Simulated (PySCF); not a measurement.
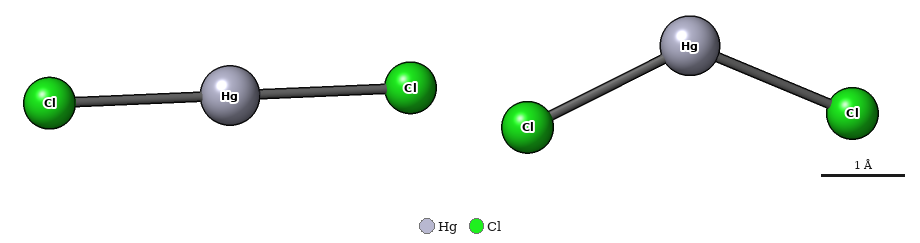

Two geometries of HgCl2, drawn at one scale. One is the start of a relaxation, the other its converged end. A ball-and-stick model, seen at a tilt.

These are results of RKS PBE0, Hg def2-SVP with ECP60, Cl def2-SVP; non-relativistic Hamiltonian with scalar-relativistic core potentials; density fitting (PySCF), not measurements. Settings: symmetry kept (C2v).

Which geometry has the lower energy?

The left one is the relaxed one. Over 7 geometry steps the energy falls by 0.827 eV. Largest force component: 1.5 eV/Å at the start, under 0.0001 eV/Å at the end. The Hg atom moves most after the best rigid fit: 0.61 Å. Largest moves by element: Hg 0.61 Å, Cl 0.38 Å. Near-neighbour distances that change, for instance: Cl–Hg 2.251 → 2.282 Å. Among the angles between lasting bonds that change: Cl–Hg–Cl 131.8° → 180.0°.
